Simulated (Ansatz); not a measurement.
# How Pt (Fm-3m) expands on warming, part 2 of 2

Aim: the lattice, expansion, heat capacity and bulk modulus of Pt as it warms.

Ansatz 0.2.0; DFT LDA, scalar-relativistic, plane waves, PAW; PAW set soft_1.

So far. Step 2 (A first coarse run): The start is under -6.9 GPa at this level and looks like a metal on this mesh. Step 4 (Relaxing to small residual forces and stress): The residual pressure is 3.0e-4 GPa, small enough for phonons. The relaxed cell has a = 3.893 Å (conventional setting).

### 5. The quasi-harmonic study

Thermal expansion follows from how the free energy of the vibrations (and of the electrons in a metal) changes with strain, so the program makes strained cells, their phonons and a fit in one run.

File input.yaml:

```yaml
crystal:
  lattice:
    - [0.0, 1.9466893132, 1.9466893132]
    - [1.9466893132, 0.0, 1.9466893132]
    - [1.9466893132, 1.9466893132, 0.0]
  atoms:
    - { symbol: Pt, position: [0.0, 0.0, 0.0] }
kpoints:
  mp_grid: { grid: [20, 20, 20] }
hamiltonian:
  xc: lda
  pseudopotentials: { kind: paw, azcp: { folder: soft_1 }, xc_functional: pbe }
scf:
  occupations: { method: methfessel_paxton, width: 0.2 }
  lower_state_search: "off"
output:
  eigenvalues: true
phonons:
  method: dfpt
  qmesh: [4, 4, 4]
  temperatures: { t_max: 1200.0, t_step: 50 }
  thermal_expansion: {}
```

Launch:

```
$ ansatz run input.yaml --threads 8 --pin off --max-ram 16384MiB --backend cpu --events-out ev --progress --plain --runs-dir out
```

Numbers of over 12 decimals in the logs are rounded to 6 here.

The program printed:

```text
[...]
Crystal: 1 atoms, lattice volume = 14.754 Å³
Basis set: ecut = 487.2 eV, 339 PW (Γ), exchange–correlation on 40×40×40 points (8 copies of the dense FFT grid, shifted against one another)
Bands: 13, of which v1, the nominal top of the filled ones, is band 9 counted from 1 (8 counted from 0)
Symmetry: 48 space group operations
[...]
k-points: 256 of 8000
[...]
SCF iter   1: F=—  HF=-12246.696820 eV  |F-HF|=—  |Δ(HF+E_count)|=         —  Δρ=9.37e-2  dr2=1.19e0  ethr=3.10e-3  ⟨swp⟩=4.9  Hψ=16594  notcnv=0
[...]
SCF iter   8: F=-12246.278580 eV  HF=-12246.278580 eV  |F-HF|=3.64e-12  |Δ(HF+E_count)|=  9.09e-12  S|Δr|=    0.00e0  Δρ=2.81e-8  dr2=8.80e-14  ethr=1.00e-12  ⟨swp⟩=5.0  Hψ=12746  notcnv=0
SCF 1 converged in 8 iterations: F = -12246.278580 eV  dr2 = 8.80e-14
[...]
relax step   1: F+E_penalty+E_count = -12246.27858035 eV  Δ(F+E_penalty+E_count) = +0.000e0 eV  max|allowed force component| = 0.000e0 eV/Å  Δτ_max = 0.0000 Å  (8 SCF iters, accepted)
SCF converged after 8 iterations
[...]
Free energy (F): -12246.278580 eV
[...]
Internal energy: -12246.277618 eV  (E = F + TS)
E sigma→0 (E₀):  -12246.278340 eV
Entropy (-TS):   -0.000962 eV (-0.962 meV/atom)
Fermi energy:    23.728794 eV
[...]
--- Stress (GPa, compression-positive) ---
       -0.020499       0.000000      -0.000000
        0.000000      -0.020499      -0.000000
       -0.000000      -0.000000      -0.020499
  P = ⅓ Tr σ = -0.0205 GPa (-0.205 kbar)
--- Band table (eV; the first three rows and the last of 256) ---
  k-point 0: bands = [... 5 lower, 19.7628, 19.7628, 19.7628, 22.0357, 22.0357, 38.3127, 43.3140, 43.3140]
  k-point 1: bands = [... 5 lower, 19.7154, 19.8051, 19.8051, 22.0113, 22.0113, 38.4759, 42.7660, 43.4731]
  k-point 2: bands = [... 5 lower, 19.5896, 19.9193, 19.9193, 21.9545, 21.9545, 38.9309, 41.5662, 43.9389]
  k-point 255: bands = [... 5 lower, 18.9758, 18.9758, 21.6287, 24.2437, 30.8795, 32.0842, 32.0842, 35.9813]
── thermal expansion: 3 new cells, 3 in all ──
thermal expansion: relaxation of cell 2
thermal expansion: relaxation of cell 3
── thermal expansion: 2 new cells, 5 in all ──
thermal expansion: relaxation of cell 4
thermal expansion: electrons of cell 4
thermal expansion: phonons of cell 4
thermal expansion: relaxation of cell 5
thermal expansion: electrons of cell 1
thermal expansion: electrons of cell 2
thermal expansion: electrons of cell 3
thermal expansion: electrons of cell 5
thermal expansion: phonons of cell 5
── thermal expansion: 5 new cells, 10 in all ──
thermal expansion: relaxation of cell 6
thermal expansion: relaxation of cell 7
thermal expansion: relaxation of cell 8
thermal expansion: relaxation of cell 9
thermal expansion: relaxation of cell 10
thermal expansion: electrons of cell 6
thermal expansion: electrons of cell 7
thermal expansion: electrons of cell 8
thermal expansion: electrons of cell 9
thermal expansion: electrons of cell 10
thermal expansion: phonons of cell 6
thermal expansion: phonons of cell 7
--- Relaxed structure (1 steps of the walk, 1 accepted, 0 SCFs on fresh bases) ---
  F+E_penalty+E_count = -12246.27858035 eV   max|allowed force component| = 0.000e0 eV/Å
  atoms:
    - { symbol: Pt, position: [0.0, 0.0, 0.0] }
--- Thermal expansion: 10 cells in 3 rounds, 0 GPa ---
  no lower state was looked for at cell 4: scf.lower_state_search: off
  without vibrations: a 2.75285, b 2.75285, c 2.75285 Å, V 14.7513 Å³, B 307.95 GPa
  at 0 K: a 2.75492, b 2.75492, c 2.75492 Å, V 14.7846 Å³, B 305.32 GPa
  zero-point expansion: a +0.075, b +0.075, c +0.075, V +0.226 %
      T/K        a/Å        b/Å        c/Å       V/Å³ | expansion of a, b, c, V (1e-6/K)   | that of V in the mean from 25 °C | C_P, C_V (J/mol K of the cell) | B_T, B_S (GPa)
     0.00    2.75492    2.75492    2.75492    14.7846 |    0.00    0.00    0.00    0.00 |   19.77 |     0.000     0.000 |   305.32   305.32
   150.00    2.75686    2.75686    2.75686    14.8159 |    7.85    7.85    7.85   23.55 |   25.58 |    22.913    22.690 |   299.87   302.81
   298.15    2.76035    2.76035    2.76035    14.8723 |    9.01    9.01    9.01   27.04 |       - |    26.018    25.448 |   291.77   298.31
   400.00    2.76295    2.76295    2.76295    14.9143 |    9.45    9.45    9.45   28.34 |   27.75 |    26.999    26.174 |   285.93   294.94
   550.00    2.76698    2.76698    2.76698    14.9798 |   10.01   10.01   10.01   30.02 |   28.69 |    28.105    26.867 |   276.95   289.72
   700.00    2.77125    2.77125    2.77125    15.0492 |   10.56   10.56   10.56   31.67 |   29.61 |    29.066    27.363 |   267.54   284.19
   850.00    2.77577    2.77577    2.77577    15.1229 |   11.14   11.14   11.14   33.43 |   30.53 |    29.978    27.749 |   257.67   278.37
  1000.00    2.78054    2.78054    2.78054    15.2010 |   11.78   11.78   11.78   35.34 |   31.49 |    30.887    28.059 |   247.32   272.25
  1150.00    2.78560    2.78560    2.78560    15.2842 |   12.49   12.49   12.49   37.48 |   32.51 |    31.831    28.314 |   236.46   265.83
  1200.00    2.78736    2.78736    2.78736    15.3132 |   12.75   12.75   12.75   38.26 |   32.87 |    32.159    28.390 |   232.72   263.61
  the static fit leaves 0.001 meV an atom of the energies and, of the stresses, 0.000 GPa of each cell's largest along a strain (root mean squares over the cells), whose Pulay part it has at -0.031 GPa
  vibrations' free energy: its fit passes through its cells
  the electrons' free energy at temperature is in it; its fit leaves 0.0004 meV an atom at the most
  free energies summed between the sampled wave vectors
  estimated error of the fitted expansion in any direction: up to 0.018e-6/K, at 1200 K, with few degrees of freedom (an estimate, not a bound: it was exceeded on models of known expansion)
  by sums over the sampled wave vectors an expansion of the volume parts by up to 1.87e-6/K
  by a static energy of one degree less an expansion of the volume parts by up to 0.09e-6/K
  the FFT grids of the static calculations differ: 20 × 20 × 20, 24 × 24 × 24
```

It took 8 min on 8 threads of Arm Neoverse V2, shared host; peak memory 4.2 GiB.

This step gave:

```yaml
pressure: -0.02050 GPa
volume_expansion_coefficient_at_298_k: 27.04 1e-6/K
c_p_at_298_k: 26.02 J/mol-atom/K
entropy_at_298_k: 41.63 J/mol-atom/K
isothermal_bulk_modulus_at_298_k: 291.8 GPa
grueneisen_parameter_at_298_k: 2.777
volume_at_298_k: 14.87 Å³/atom
principal_linear_expansion_coefficients_at_298_k: 9.014, 9.014, 9.014 1e-6/K
```

Strained cells of the study; zero-point energy where phonons were solved; the pressures are stresses at a fixed cutoff and can carry an offset from the finite basis. Expansion cells, by row:

```tsv
cell	|a| (Å)	|b| (Å)	|c| (Å)	V (Å³/atom)	E - E_lowest (meV/atom)	pressure, compression positive (GPa)	gap (eV)	zero-point energy (meV/atom)
1	2.753	2.753	2.753	14.75	0	-0.052	-	-
2	2.775	2.775	2.775	15.11	7.925	-6.948	-	-
3	2.731	2.731	2.731	14.41	8.263	7.78	-	-
4	2.753	2.753	2.753	14.76	0	-0.129	-	23.25
5	2.767	2.767	2.767	14.98	3.25	-4.544	-	22.3
6	2.783	2.783	2.783	15.24	14.17	-9.12	-	21.24
7	2.798	2.798	2.798	15.48	31.12	-13.05	-	20.24
8	2.726	2.726	2.726	14.32	12.83	9.82	-	-
9	2.74	2.74	2.74	14.54	3.085	4.652	-	-
10	2.82	2.82	2.82	15.86	67.87	-18.3	-	-
```

Quasi-harmonic; a, b, c are the run's own cell vectors. Expansion, by row:

```tsv
T (K)	a (Å)	b (Å)	c (Å)	alpha (deg)	beta (deg)	gamma (deg)	cell volume (Å³/cell)	alpha_a (1e-6/K)	alpha_b (1e-6/K)	alpha_c (1e-6/K)	alpha_V (1e-6/K)	C_P (J/mol-atom/K)	C_V (J/mol-atom/K)	S (J/mol-atom/K)	B_T (GPa)	B_S (GPa)	Grueneisen	extrapolation	fit error (1e-6/K)
0	2.755	2.755	2.755	60	60	60	14.78	0	0	0	0	0	0	0	305.3	305.3	-	0	0
50	2.755	2.755	2.755	60	60	60	14.79	3.64	3.64	3.64	10.92	10.53	10.52	5.413	304.6	305.1	2.818	0	0
100	2.756	2.756	2.756	60	60	60	14.8	6.71	6.71	6.71	20.13	19.6	19.49	16.04	302.4	304.1	2.784	0	0
150	2.757	2.757	2.757	60	60	60	14.82	7.85	7.85	7.85	23.55	22.91	22.69	24.71	299.9	302.8	2.777	0	0
200	2.758	2.758	2.758	60	60	60	14.83	8.41	8.41	8.41	25.22	24.46	24.13	31.53	297.2	301.4	2.776	0	0
250	2.759	2.759	2.759	60	60	60	14.85	8.76	8.76	8.76	26.28	25.39	24.93	37.1	294.5	299.8	2.776	0	0.01
298.1	2.76	2.76	2.76	60	60	60	14.87	9.01	9.01	9.01	27.04	26.02	25.45	41.63	291.8	298.3	2.777	0	0.01
300	2.76	2.76	2.76	60	60	60	14.87	9.02	9.02	9.02	27.07	26.04	25.46	41.79	291.7	298.2	2.777	0	0.01
350	2.762	2.762	2.762	60	60	60	14.89	9.25	9.25	9.25	27.74	26.56	25.86	45.84	288.8	296.6	2.778	0	0.01
400	2.763	2.763	2.763	60	60	60	14.91	9.45	9.45	9.45	28.34	27	26.17	49.42	285.9	294.9	2.781	0	0.01
450	2.764	2.764	2.764	60	60	60	14.94	9.64	9.64	9.64	28.91	27.39	26.44	52.62	283	293.2	2.784	0	0.01
500	2.766	2.766	2.766	60	60	60	14.96	9.82	9.82	9.82	29.47	27.76	26.66	55.53	280	291.5	2.787	0	0.01
550	2.767	2.767	2.767	60	60	60	14.98	10.01	10.01	10.01	30.02	28.11	26.87	58.19	276.9	289.7	2.791	0	0.01
600	2.768	2.768	2.768	60	60	60	15	10.19	10.19	10.19	30.56	28.43	27.05	60.65	273.9	287.9	2.796	0	0.01
650	2.77	2.77	2.77	60	60	60	15.03	10.37	10.37	10.37	31.12	28.75	27.21	62.94	270.7	286.1	2.801	0	0.01
700	2.771	2.771	2.771	60	60	60	15.05	10.56	10.56	10.56	31.67	29.07	27.36	65.08	267.5	284.2	2.807	0	0.01
750	2.773	2.773	2.773	60	60	60	15.07	10.75	10.75	10.75	32.24	29.37	27.5	67.09	264.3	282.3	2.813	0	0.01
800	2.774	2.774	2.774	60	60	60	15.1	10.94	10.94	10.94	32.83	29.68	27.63	69	261	280.3	2.82	0	0.01
850	2.776	2.776	2.776	60	60	60	15.12	11.14	11.14	11.14	33.43	29.98	27.75	70.81	257.7	278.4	2.827	0	0.01
900	2.777	2.777	2.777	60	60	60	15.15	11.35	11.35	11.35	34.04	30.28	27.86	72.53	254.3	276.4	2.835	0	0.01
950	2.779	2.779	2.779	60	60	60	15.17	11.56	11.56	11.56	34.68	30.58	27.96	74.17	250.8	274.3	2.843	0	0.02
1000	2.781	2.781	2.781	60	60	60	15.2	11.78	11.78	11.78	35.34	30.89	28.06	75.75	247.3	272.2	2.852	0	0.02
1050	2.782	2.782	2.782	60	60	60	15.23	12.01	12.01	12.01	36.02	31.2	28.15	77.27	243.8	270.1	2.861	0	0.01
1100	2.784	2.784	2.784	60	60	60	15.26	12.25	12.25	12.25	36.74	31.51	28.23	78.72	240.1	268	2.871	0	0.01
1150	2.786	2.786	2.786	60	60	60	15.28	12.49	12.49	12.49	37.48	31.83	28.31	80.13	236.5	265.8	2.881	0	0.01
1200	2.787	2.787	2.787	60	60	60	15.31	12.75	12.75	12.75	38.26	32.16	28.39	81.49	232.7	263.6	2.892	0	0.02
```

Expansion coefficient against temperature; values in 1e-6/K:

```tsv
temperature (K)	volume	principal 1
0	0	0
150	23.6	7.85
298	27.0	9.01
350	27.7	9.25
500	29.5	9.82
650	31.1	10.4
800	32.8	10.9
900	34.0	11.3
1050	36.0	12.0
1200	38.3	12.8
```

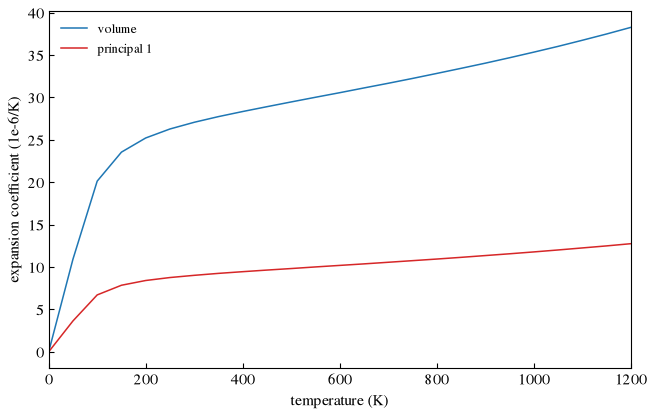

Expansion coefficient against temperature.

At 298 K the volume expansion is 27.0 × 10⁻⁶/K and B_T is 292 GPa. The q-mesh is coarse, so this is a first estimate. The program raised the cutoff to 487.2 eV by itself: with no cutoff typed, the study takes about 1.16 times the default for its relaxations and scales it with the volume for the phonons.

### 6. Summary of results

```
settings of these figures                        : LDA, 487.2 eV, k 20×20×20, q 4×4×4
volume expansion coefficient at 298 K            : 27.04 1e-6/K
C_P at 298 K                                     : 26.02 J/mol-atom/K
entropy at 298 K                                 : 41.63 J/mol-atom/K
isothermal bulk modulus at 298 K                 : 291.8 GPa
Grüneisen parameter at 298 K                     : 2.777
volume at 298 K                                  : 14.87 Å³/atom
principal linear expansion coefficients at 298 K : 9.014, 9.014, 9.014 1e-6/K
```

Near room temperature Pt expands by 27.0 × 10⁻⁶/K in volume by LDA, with C_P = 26.0 J/(mol K) per mole of atoms and B_T = 292 GPa. The q-mesh is coarse, and the expansion can converge slowly with it. C_P at room temperature is 104 % of the classical 3R an atom; C_V is 102 %, and the rest is expansion work. In this metal the study includes the electrons' free energy, which adds a term that grows with temperature, so the heat capacities need not level off at 3R. The PAW files were made for PBE and are used here under another functional, for which the program regenerates the frozen cores.

[Logs are printed without paths, hosts, clocks, repeated set-up lines and the standing remarks that a program may print on its own settings, such as how far it seeks lower states.]

[Hosts, paths, dates, database ids (printed as entryN), source tags and the programs' standing remarks are cut or masked in the printed files.]

[A step with changed settings may run another functional than the one named; its input shows which.]
